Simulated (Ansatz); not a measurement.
**Single-point calculation, with input and output: CH5BN2**

System: CH5BN2, multiplicity 3.
Method: wB97X/cc-pVDZ, UKS (Ansatz 0.2.0).

The geometry is that of the parent species in another charge or spin state. The geometry comes from this level: PBE0-D4/def2-TZVP.

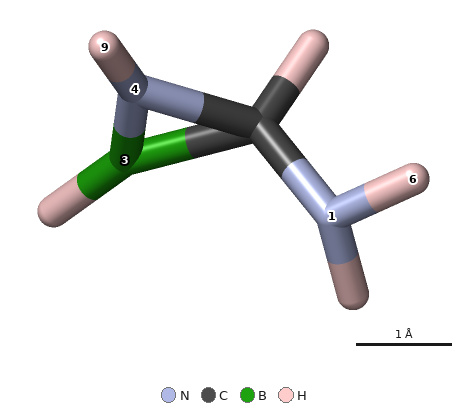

Figure 1. The structure as given in the input (stick view, seen at a tilt; atoms are numbered from 1 in the order of the input). Bond lengths as drawn: B–C 1.56 Å, B–H 1.18 Å, B–N 1.34 Å, C–H 1.09 Å, C–N 1.43 to 1.47 Å and H–N 1.00 to 1.01 Å.

Summary:

| quantity | value |
| --- | --- |
| outcome | converged |
| total energy | −175.185578 hartree |
| basis functions | 81 |
| ⟨S²⟩ | 2.007 |
| SCF solution under orbital rotations | stable |
| HOMO (either spin) | −4.13 eV |
| LUMO (either spin) | −2.70 eV |
| hardware | 1 thread of Arm Neoverse V2, 24 GiB of memory available, shared host |
| wall time | 50 s |
| peak memory | 0.69 GiB |

The input:
```yaml
basis:
  gaussian: {orbitals: cc-pVDZ}
crystal:
  periodic: [false, false, false]
  atoms:
    - {symbol: "N", position_ang: [0.142900, 1.194400, -0.640600]}
    - {symbol: C, position_ang: [-0.364200, -0.077200, -0.222300]}
    - {symbol: B, position_ang: [0.591200, -1.194100, 0.303200]}
    - {symbol: "N", position_ang: [-0.130500, -0.469900, 1.171500]}
    - {symbol: H, position_ang: [0.784000, 1.117400, -1.417000]}
    - {symbol: H, position_ang: [-0.589900, 1.842600, -0.892400]}
    - {symbol: H, position_ang: [-1.366400, -0.317200, -0.582700]}
    - {symbol: H, position_ang: [1.414200, -2.039000, 0.194700]}
    - {symbol: H, position_ang: [-0.392800, -0.103200, 2.068300]}
hamiltonian: {xc: {name: wB97X}}
output: {orbitals: {seedname: orbitals}}
accuracy: high
magnetization: {spin_polarized: true, initial_magnetization: 2}
```

Launched with:
```bash
ansatz run in.yaml --threads 1 --pin off --max-ram 3480MiB --events-out events.jsonl --progress --plain --runs-dir runs
```

What the program printed:
```
Functional definition: wB97X
  name "wB97X"
  parameter omega = 0.3/bohr
  parameter cx = 0.157706
  parameter cx1 = 0.726479
  parameter cx2 = 1.04760
  parameter cx3 = -5.70635
  parameter cx4 = 13.2794
  parameter css1 = -4.33879
  parameter css2 = 18.2308
  parameter css3 = -31.7430
  parameter css4 = 17.2901
  parameter cos1 = 2.37031
  parameter cos2 = -11.3995
  parameter cos3 = 6.58405
  parameter cos4 = -3.78132
  exchange = spin_sum(e_x_unif_sr(omega)*poly(b97_u_x, 1 - cx, cx1, cx2, cx3, cx4)) + cx*exact_x_sr(omega)
      + exact_x_lr(omega)
  correlation = spin_sum(e_c_pw_same_spin*poly(b97_u_same, 1, css1, css2, css3, css4))
      + integral(e_c_pw_opposite_spin*poly(b97_u_opposite, 1, cos1, cos2, cos3, cos4))
1915 factors; integrals over basis functions are off by at most 3.1e-9 eV
339 factors; integrals over basis functions are off by at most 2.1e-9 eV
mean field evaluation 1: about -4762.4488 eV, gradient 3.1e1 eV
mean field evaluation 2: about -4763.8717 eV, gradient 2.7e1 eV
mean field evaluation 4: about -4766.7444 eV, gradient 1.4e0 eV
mean field evaluation 8: about -4766.9490 eV, gradient 4.0e-1 eV
mean field evaluation 16: about -4767.0424 eV, gradient 1.1e-4 eV
mean field evaluation 32: about -4766.2047 eV, gradient 5.8e0 eV
mean field -4767.04242208 eV, -175.1855777939 hartree, gradient 1.9e-8 eV, S^2 2.007154; 4 other end points of the search recorded, 0 dependent functions left out
reference -4767.04241981 eV, -175.1855777107 hartree; 16, 14 occupied and 65, 67 virtual orbitals, 1915 factors
Total energy: -4767.04241981 eV, -175.1855777107 hartree
```
